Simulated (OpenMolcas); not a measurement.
**C3H4F2 (SMILES F/C=C\CF): the HOMO–LUMO gap, rung by rung**

C3H4F2 has 9 atoms, charge 0, and is taken as a singlet. SMILES: `F/C=C\CF`. The coordinates come from a PBE0-D4/def2-TZVP relaxation. This is one conformer, not always the lowest.

Quantity: the HOMO–LUMO gap, in eV. The values are calculated.

```
                              level           kind     program  value (eV)  CPU time
    HF/6-31G* (spherical functions)   Hartree–Fock  OpenMolcas       15.02     6.7 s
  BLYP/6-31G* (spherical functions)            GGA  OpenMolcas        5.54      32 s
revPBE/6-31G* (spherical functions)            GGA  OpenMolcas        5.58      30 s
  TPSS/6-31G* (spherical functions)       meta-GGA  OpenMolcas        5.78      42 s
r2SCAN/6-31G* (spherical functions)       meta-GGA  OpenMolcas        6.03      39 s
 BHLYP/6-31G* (spherical functions)  global hybrid  OpenMolcas       10.30      28 s
  PBE0/6-31G* (spherical functions)  global hybrid  OpenMolcas        7.93      28 s
 B3LYP/6-31G* (Cartesian functions)  global hybrid  OpenMolcas        7.44      33 s
```

The values span 5.54 to 15.02 eV. Orbital gaps aren't excitation energies; they tend to grow with the share of exact exchange. CPU times are rough (shared hosts, several kinds of processor): they show what a rung costs within a factor of a few.

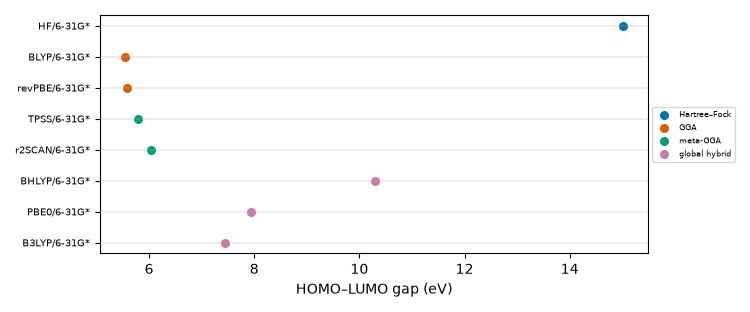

The values of the table, level by level.
